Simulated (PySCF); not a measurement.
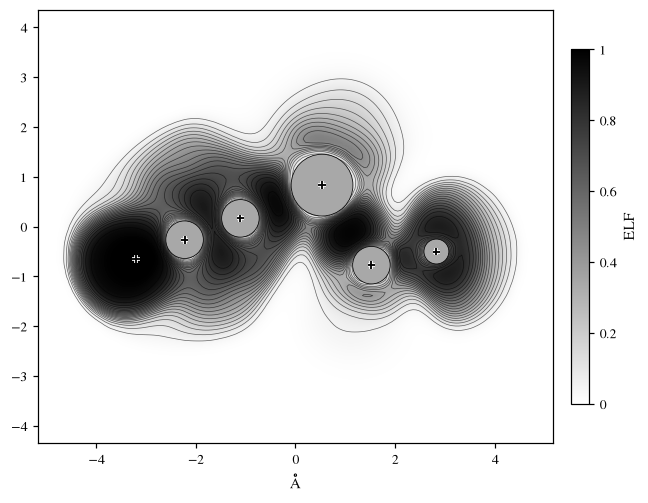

The electron localisation function on a plane through atoms (crosses mark nuclei in the plane; grey discs cover the cores).

Computed with CAM-B3LYP/def2-SVPD, SCF density, gas phase (PySCF 2.14.0).

Candidates:
A. C4H4F3OP
B. C7H7NO

Q: Which system is this?

A: Candidate A: C4H4F3OP on the plane of atoms C2, P3 and C6, which holds C, P, F and H. C–C (1.20 Å): the ELF peaks at about 0.85 between the atoms; a multiple bond. C–F (1.34 Å): the ELF peaks at about 0.85 between the atoms, as expected for a shared but strongly polarised pair.
